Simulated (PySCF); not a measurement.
Excited-state calculation of C2H8N2OSi

C2H8N2OSi, SMILES CN[SiH2]C(N)=O, computed with TDDFT PBE0/def2-SVPD, vertical, gas phase, core orbitals frozen in the response (PySCF 2.14.0).

The geometry comes from this level: PBE0-D3(BJ)/def2-SVP.

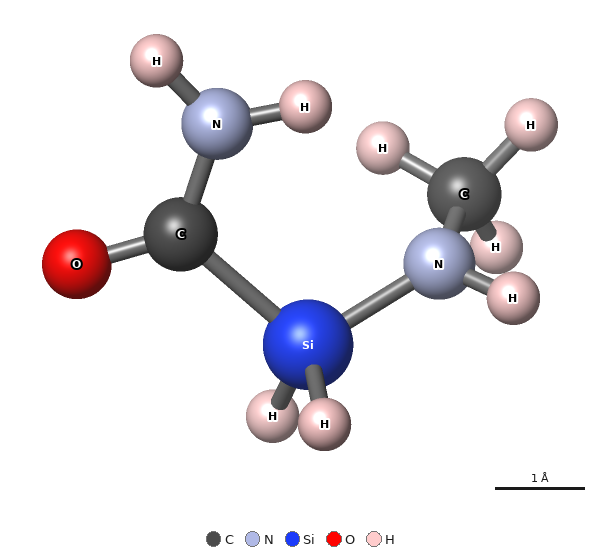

*The structure (ball-and-stick view, seen at a tilt).*

Results in brief:

| quantity | value |
| --- | --- |
| outcome | converged |
| total energy | −554.588685 hartree |
| HOMO | −6.72 eV |
| LUMO | −0.31 eV |
| dipole moment | 4.72 D |
| mean polarisability | 72.80 a.u. |
| vertical ionisation energy | 8.61 eV |
| lowest singlet excitation | 4.64 eV |
| hardware | 1 CPU thread, shared host |
| wall time | 2 min |
| peak memory | 0.83 GiB |

The input:
```
{"job": {"kind": "uv", "xc": "PBE0", "basis": "def2-SVPD", "ip": true}, "charge": 0, "multiplicity": 1}
C     -1.586862     0.836937     0.680990
N     -0.619168     0.528135    -0.351020
Si    -0.071812    -1.099273    -0.651513
C      1.130857    -1.601245     0.767385
N      1.580260    -0.561034     1.514677
O      1.459504    -2.759819     0.942474
H     -1.371299     0.242141     1.583127
H     -2.635958     0.626978     0.396247
H     -1.527693     1.896812     0.979296
H     -0.679431     1.144605    -1.154458
H      0.667770    -1.079073    -1.946872
H     -1.154283    -2.129792    -0.697618
H      2.250518    -0.724037     2.258061
H      1.295518     0.381877     1.279141
```

The first line tells a small driver script what to run in PySCF; the rest is the geometry in Å.

Run as:
```bash
OMP_NUM_THREADS=1 python <driver script> task.json out
```

Output:
```
coarse grid: 11968 points
cycle   1  E = -554.3778539024  dE =  6.210e-01  |g| = 8.093e-01  |ddm| = 4.790e+00
cycle   2  E = -553.7926681712  dE =  5.852e-01  |g| = 1.843e+00  |ddm| = 2.719e+00
cycle   3  E = -554.5097245405  dE = -7.171e-01  |g| = 2.161e-01  |ddm| = 2.142e+00
cycle   4  E = -554.5176484531  dE = -7.924e-03  |g| = 1.070e-01  |ddm| = 2.974e-01
cycle   5  E = -554.5200955257  dE = -2.447e-03  |g| = 1.621e-02  |ddm| = 1.244e-01
cycle   6  E = -554.5201538601  dE = -5.833e-05  |g| = 5.514e-03  |ddm| = 2.457e-02
cycle   7  E = -554.5201609881  dE = -7.128e-06  |g| = 1.249e-03  |ddm| = 7.292e-03
final grid: 110512 points
cycle   8  E = -554.5886504710  dE = -4.075e-06  |g| = 1.298e-02  |ddm| = 7.687e-02
cycle   9  E = -554.5885441997  dE =  1.063e-04  |g| = 2.633e-02  |ddm| = 3.258e-02
cycle  10  E = -554.5886841055  dE = -1.399e-04  |g| = 2.334e-03  |ddm| = 2.257e-02
cycle  11  E = -554.5886853128  dE = -1.207e-06  |g| = 2.489e-04  |ddm| = 2.412e-03
cycle  12  E = -554.5886853255  dE = -1.275e-08  |g| = 1.315e-04  |ddm| = 5.015e-04
cycle  13  E = -554.5886853292  dE = -3.607e-09  |g| = 2.792e-05  |ddm| = 1.691e-04
cycle  14  E = -554.5886853294  dE = -2.010e-10  |g| = 6.769e-06  |ddm| = 5.294e-05
```

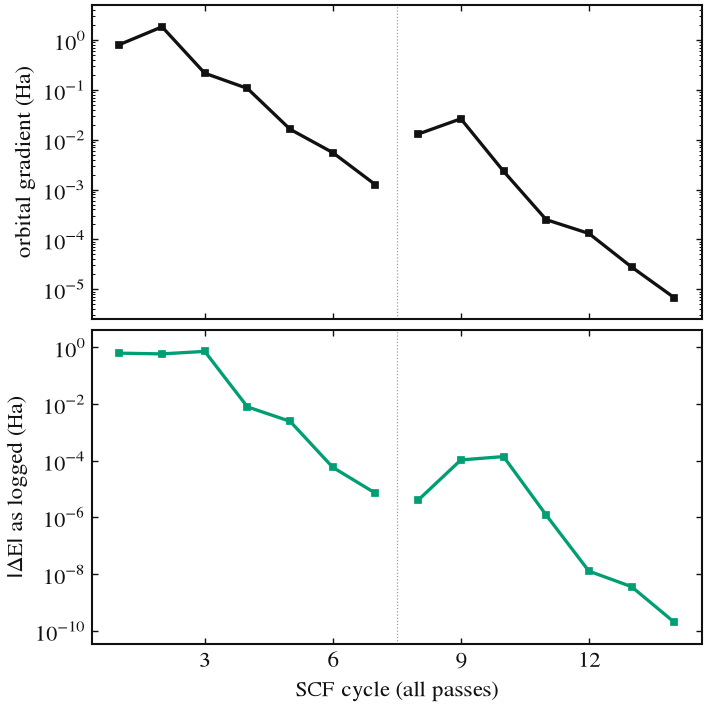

*Convergence of the self-consistent field: orbital gradient and size of the energy change against the SCF cycle. The dotted line marks the change from a coarse to the final integration grid.*

The first 7 cycles use a coarse grid, the final grid takes over at cycle 8, and the field converges after 14 cycles in all.

```
converged SCF energy = -554.5886853294

Static polarisability (au): isotropic 72.804, principal 61.199 75.748 81.466

Singlet excitations
state   eV       nm        f      main configurations
  1   4.6407    267.2   0.00241   H->L 0.85
  2   5.7195    216.8   0.00089   H->L+1 0.51, H-1->L 0.32, H->L 0.12
  3   6.0216    205.9   0.00700   H-1->L 0.59, H->L+1 0.35
  4   6.4850    191.2   0.01260   H->L+2 0.85
  5   6.5547    189.2   0.01210   H-1->L+1 0.66, H-2->L 0.16
  6   6.8589    180.8   0.05117   H->L+4 0.33, H->L+3 0.27, H-2->L 0.23
  7   6.9029    179.6   0.10042   H-2->L 0.38, H->L+4 0.28, H-1->L+1 0.10
  8   6.9849    177.5   0.00341   H->L+3 0.48, H->L+4 0.33
  9   7.1405    173.6   0.01786   H->L+5 0.43, H-2->L+1 0.40
 10   7.2979    169.9   0.03520   H-2->L+1 0.39, H->L+5 0.22, H->L+6 0.09

Triplet excitations (Tamm-Dancoff, eV): 3.9967 4.9958 5.4989 5.8967
Vertical ionisation energy (delta-SCF) = 8.6130 eV
```

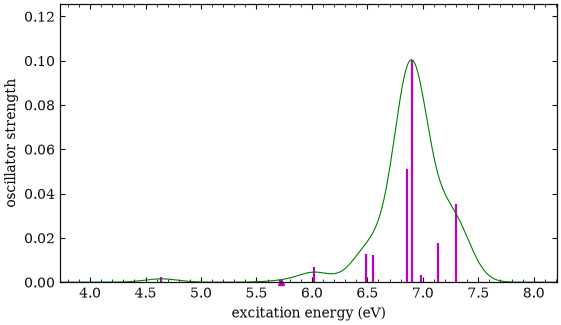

*Computed excitations as sticks (degenerate states added up, dark ones marked on the axis), with a Gaussian envelope of 0.35 eV full width at half maximum, scaled to the tallest.*

Of the 10 states the lowest lies at 4.64 eV (f = 0.002); the strongest line is at 6.90 eV, or 180 nm (f = 0.100).

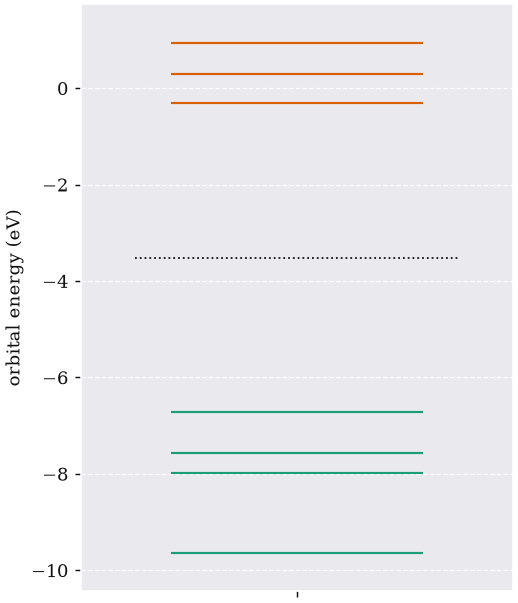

*Orbital energies near the frontier; the dotted line parts filled from empty levels, and levels within 0.02 eV of each other stand side by side.*

Highest filled −6.72 eV, lowest empty −0.31 eV, 6.41 eV apart.
